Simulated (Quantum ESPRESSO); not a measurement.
# BP (F-43m): a worked LO-TO splitting

Aim: work out the LO frequency and the static dielectric constant of BP (F-43m) from one linear-response run, then check them.

Method: DFT LDA, scalar-relativistic, plane waves, GBRV ultrasoft pseudopotentials, in Quantum ESPRESSO 7.5.

### Step 1. The relaxed structure

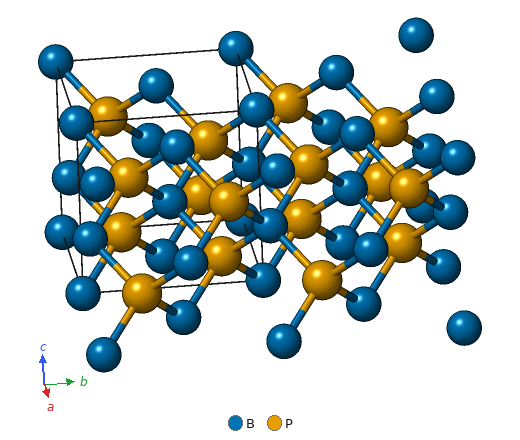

Start, viewed slightly off an axis; boron blue, phosphorus orange. 2×2×1 cells are drawn. This picture shows the conventional cell, with its axes. Bonds to atoms that aren't drawn are left out. Some periodic images of atoms are drawn too.

Coordinates:

```
B P
1.0
    -2.24642    0.00000    2.24642
     0.00000    2.24642    2.24642
    -2.24642    2.24642    0.00000
B P
1 1
Direct
  0.00000 0.00000 0.00000
  0.25000 0.25000 0.25000
```

This is the cell after its relaxation at this level of theory, not the database cell from which that began.

### Step 2. What the response run gave

A linear-response run on the relaxed cell, with the response to an electric field; only its zone-centre results are used. Cutoff 50 Ry, k mesh 12×12×12.

Output:

```text
[banners, grids, parts of the stress and lines that vanish by symmetry left out]
Program PHONON v.7.5
     Reading xml data from directory:

[...]
Exchange-correlation= PZ
                           (   1   1   0   0   0   0   0)
[...]
kinetic-energy cut-off    =      50.0000  Ry
     charge density cut-off    =     400.0000  Ry
     convergence threshold     =      1.0E-18
[...]
Exchange-correlation= PZ
                           (   1   1   0   0   0   0   0)
[...]
q = (   0.0000000   0.0000000   0.0000000 )
     25 Sym.Ops. (with q -> -q+G )
     G cutoff =  730.3675  (  20539 G-vectors)     FFT grid: ( 40, 40, 40)
     G cutoff =  365.1838  (   7391 G-vectors)  smooth grid: ( 27, 27, 27)
     number of k points=    72
[...]
Mode symmetry, T_d (-43m)  point group:
[...]
Dielectric constant
[...]
End of electric fields calculation
          Dielectric constant in cartesian axis
          (       9.213983815      -0.000000000       0.000000000 )
          (      -0.000000000       9.213983815      -0.000000000 )
          (       0.000000000      -0.000000000       9.213983815 )
          Effective charges (d Force / dE) in cartesian axis without acoustic sum rule applied (asr)
           atom    1  B     Mean Z*:       -0.63025
      Ex  (       -0.63025        0.00000       -0.00000 )
      Ey  (        0.00000       -0.63025       -0.00000 )
      Ez  (        0.00000        0.00000       -0.63025 )
           atom    2  P     Mean Z*:        0.62618
      Ex  (        0.62618       -0.00000       -0.00000 )
      Ey  (       -0.00000        0.62618        0.00000 )
      Ez  (       -0.00000        0.00000        0.62618 )
          Effective charges Sum: Mean:       -0.00408
[...]
Effective charges (d Force / dE) in cartesian axis with asr applied:
           atom    1  B     Mean Z*:       -0.62821
[...]
atom    2  P     Mean Z*:        0.62821
[...]
Representation #   1 modes #   1   2   3
[...]
End of self-consistent calculation
     Convergence has been achieved
     Representation #   2 modes #   4   5   6
[...]
End of self-consistent calculation
     Convergence has been achieved
[...]
Dielectric constant in cartesian axis
          (       9.213983815      -0.000000000       0.000000000 )
          (      -0.000000000       9.213983815      -0.000000000 )
          (       0.000000000      -0.000000000       9.213983815 )
          Effective charges (d Force / dE) in cartesian axis without acoustic sum rule applied (asr)
           atom    1  B     Mean Z*:       -0.63025
      Ex  (       -0.63025        0.00000       -0.00000 )
      Ey  (        0.00000       -0.63025       -0.00000 )
      Ez  (        0.00000        0.00000       -0.63025 )
           atom    2  P     Mean Z*:        0.62618
      Ex  (        0.62618       -0.00000       -0.00000 )
      Ey  (       -0.00000        0.62618        0.00000 )
      Ez  (       -0.00000        0.00000        0.62618 )
          Effective charges Sum: Mean:       -0.00408
[...]
Effective charges (d Force / dE) in cartesian axis with asr applied:
           atom    1  B     Mean Z*:       -0.62821
[...]
atom    2  P     Mean Z*:        0.62821
[...]
q = (    0.000000000   0.000000000   0.000000000 )
[...]
freq (    1) =      -0.210983 [THz] =      -7.037640 [cm-1]
     freq (    2) =      -0.210983 [THz] =      -7.037640 [cm-1]
     freq (    3) =      -0.210983 [THz] =      -7.037640 [cm-1]
     freq (    4) =      24.601761 [THz] =     820.626421 [cm-1]
     freq (    5) =      24.601761 [THz] =     820.626421 [cm-1]
     freq (    6) =      24.601761 [THz] =     820.626421 [cm-1]
[...]
Mode symmetry, T_d (-43m)  point group:
     freq (   1-   3) =         -7.0  [cm-1]   --> T_2  G_15 P_4   I+R
     freq (   4-   6) =        820.6  [cm-1]   --> T_2  G_15 P_4   I+R

   JOB DONE.
```

| quantity | value |
| --- | --- |
| cell volume Ω (Å³) | 22.673 |
| mass of B (u) | 10.810 |
| mass of P (u) | 30.974 |
| Born charge of B, raw (e) | -0.630 |
| Born charge of P, raw (e) | 0.626 |
| ε∞ | 9.214 |
| ω(TO) after the sum rule (cm⁻¹) | 820.7 |

### Step 3. The calculation

The charges must sum to zero over the cell; taking off their mean, -0.002 e, leaves Z* = -0.628 e on B. In the polar mode B moves against P, so the reduced mass is μ = 10.81 × 30.97 / 41.78 = 8.013 u.

A longitudinal wave builds up a field that adds to the restoring force: ω(LO)² = ω(TO)² + 4π Z*² / (μ Ω ε∞), in Hartree atomic units. With μ = 14607 electron masses and Ω = 153.00 bohr³ the second term is 2.4082e-07 Ha², or 11600 cm⁻² (1 Ha = 219474.6 cm⁻¹).

So ω(LO) = √(673516 + 11600) = 827.7 cm⁻¹, and by the Lyddane-Sachs-Teller relation ε₀ = ε∞ (ω(LO)/ω(TO))² = 9.37.

### Step 4. Check against the program

The analysis program adds the same non-analytic term to the full matrix, here for q along (1 0 0).

Output:

```text
[banner, memory and clock lines left out]
Program DYNMAT v.7.5

     Reading Dynamical Matrix from file g.dyn
     ...Force constants read
     ...epsilon and Z* read

     Polarizability (A^3 units)
     multiply by 0.267523 for Clausius-Mossotti correction
        14.820033   -0.000000    0.000000
        -0.000000   14.820033   -0.000000
         0.000000   -0.000000   14.820033

     IR activities are in (D/A)^2/amu units

# mode   [cm-1]    [THz]      IR
    1     -0.00   -0.0000    0.0000
    2      0.00    0.0000    0.0000
    3      0.00    0.0000    0.0000
    4    820.68   24.6034    1.1362
    5    820.68   24.6034    1.1362
    6    827.72   24.8144    1.1362
```

ε₀ comes from the program's run without a direction of q.

| quantity | by hand | program |
| --- | --- | --- |
| ω(LO) (cm⁻¹) | 827.7 | 827.7 |
| ε₀ | 9.37 | 9.37 |

### Step 5. Results

```json
{
  "TO mode": "820.7 cm⁻¹",
  "LO mode": "827.7 cm⁻¹",
  "static dielectric constant": "9.373"
}
```

In words: The LO mode of BP (F-43m) lies at 828 cm⁻¹, 7 cm⁻¹ above the TO mode; the formula meets the program within 0.1 cm⁻¹, as it must for a cubic crystal with one polar mode. ω(LO)² − ω(TO)² goes with Z*²/ε∞: an error of 5 % in ε∞ would move the LO mode by 0.3 cm⁻¹, and semilocal functionals tend to overestimate ε∞. These are harmonic values at zero temperature, at the volume of this functional, for the structure held cubic; stability elsewhere in the zone is no part of this calculation.

[Host names and launcher messages were left out of these logs when they were recorded.]

[Logs are printed without paths, hosts, clocks, repeated set-up lines and the standing remarks that a program may print on its own settings, such as how far it seeks lower states.]

[Hosts, paths, dates, database ids (printed as entryN), source tags and the programs' standing remarks are cut or masked in the printed files.]
